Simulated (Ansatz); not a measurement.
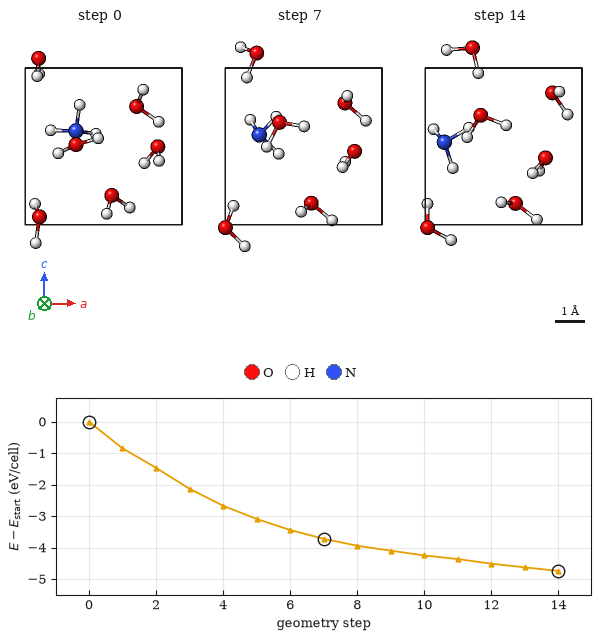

Frames of a relaxation of an amorphous cell of composition H15NO6, marked on the history of the run. Style: ball-and-stick. Shown: the cell of the calculation, along the b axis.

The cell holds 6 H2O + 1 NH3. The run prepares the start of a later molecular dynamics calculation, from a guessed geometry.

Level of theory: DFT PBE-D3(BJ), scalar-relativistic, plane waves, PAW in Ansatz 0.2.0.

The input:
```yaml
accuracy: low
crystal:
  lattice:
    - [5.595575, 0.0, 0.0]
    - [0.0, 5.595575, 0.0]
    - [0.0, 0.0, 5.595575]
  atoms:
    - { symbol: O, position: [0.7105294, 0.4828768, 0.7544326] }
    - { symbol: H, position: [0.8519788, 0.503654, 0.656851] }
    - { symbol: H, position: [0.7524295, 0.3538849, 0.8619839] }
    - { symbol: O, position: [0.0916792, -0.0197873, 0.0512692] }
    - { symbol: H, position: [0.0632858, 0.1296948, 0.1337964] }
    - { symbol: H, position: [0.0681157, 0.0194141, -0.1156734] }
    - { symbol: O, position: [0.551956, 0.8911298, 0.1880956] }
    - { symbol: H, position: [0.6671443, 0.9945034, 0.1105884] }
    - { symbol: H, position: [0.5206189, 0.7678831, 0.0706645] }
    - { symbol: O, position: [0.3245587, 0.1196784, 0.5115477] }
    - { symbol: H, position: [0.2116734, 0.0007962, 0.4559981] }
    - { symbol: H, position: [0.4655473, 0.0278175, 0.552114] }
    - { symbol: O, position: [0.0860067, 0.4962823, 1.0612512] }
    - { symbol: H, position: [0.089262, 0.6379644, 0.9618661] }
    - { symbol: H, position: [0.0771892, 0.3657905, 0.9478671] }
    - { symbol: O, position: [0.8457898, 0.1063412, 0.4981389] }
    - { symbol: H, position: [0.7606671, 0.2148158, 0.3935005] }
    - { symbol: H, position: [0.853505, -0.0412868, 0.408093] }
    - { symbol: "N", position: [0.3239526, 0.5900046, 0.5989819] }
    - { symbol: H, position: [0.1638746, 0.6759245, 0.6025551] }
    - { symbol: H, position: [0.3473348, 0.5186014, 0.7644351] }
    - { symbol: H, position: [0.4507268, 0.718879, 0.5805537] }
basis:
  ecutwfc: 420.0
kpoints:
  mp_grid: { grid: [1, 1, 1] }
hamiltonian:
  xc: pbe
  dispersion: d3bj
scf:
  occupations: { method: fermi_dirac, width: 0.05 }
  lower_state_search: "off"
relax:
  f_tol: 0.3
  max_steps: 15
  adjacent_minimum: "off"
```

Command:
```bash
ansatz run input.yaml --threads 1 --pin off --max-ram 3072MiB --backend cpu --events-out ev --progress --plain --runs-dir out
```

### Describe the path.

The relaxation stopped without meeting its thresholds, so the last structure isn't shown to be converged. It used up its limit of 15 steps. The largest move is that of H22, 1.97 Å roughly along [−1 0 −1]. Largest moves by element: H 1.97 Å, O 1.36 Å, N 1.31 Å. The lattice vectors keep their values. Among the contacts that change: O16–H18 0.969 → 1.012 Å, O10–H12 0.969 → 0.995 Å, N19–H21 1.017 → 1.039 Å, O10–H11 0.969 → 0.989 Å. Among the angles between lasting bonds that change: H20–N19–H22 106.3° → 103.8°. The energy falls by 4.744 eV per cell of the calculation in 14 geometry steps. Largest force component: 0.93 eV/Å at the start, 0.65 eV/Å at the end. Cost: 21 s on 1 thread of Arm Neoverse V1, on a shared host, peak memory 0.3 GiB. From step 0 to 7: H14 moves most (0.98 Å), energy −3.724 eV per cell of the calculation. From step 7 to 14: H15 moves most (1.20 Å), energy −1.020 eV per cell of the calculation.

Limits of the set-up: the program's low-accuracy preset was used; the periodic images lie only 5.6 Å apart, so the values are limited by the cell's size.
